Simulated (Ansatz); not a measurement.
ZnCu (CsCl type), conventional cell a = b = c = 2.908 Å, α = β = γ = 90.00°. The calculation uses the primitive cell of 2 atoms, to which meshes and values per cell refer.

The volume is varied about the relaxed value V₀ at fixed cell shape. Symmetry pins the atoms to their sites.

The numbers are results of PBEsol (plane waves to 420 eV, PAW, scalar-relativistic; Ansatz, a quantum-chemistry and plane-wave program), not measurements. k mesh 16×16×16 (Γ-centred), Fermi-Dirac smearing 0.05 eV. Energies are smeared free energies. ZnCu is run without spin polarisation. ZnCu was relaxed with its symmetry unable to fall. ΔE is measured from the relaxed starting cell.

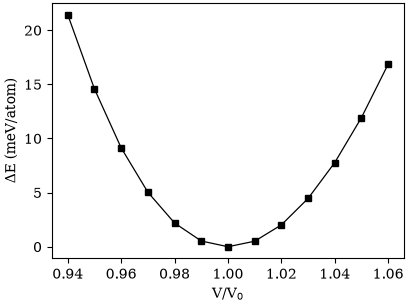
Fig. 1. ΔE (meV/atom) against V/V₀; computed points joined by lines.

Question: What is ΔE at V/V₀ = 1.060?

Answer: About 17 meV/atom.

Question: What is ΔE at V/V₀ = 0.940?

Answer: About 21 meV/atom.

(Under strain, the slope of the energy per volume gives the stress and its curvature an elastic modulus.)
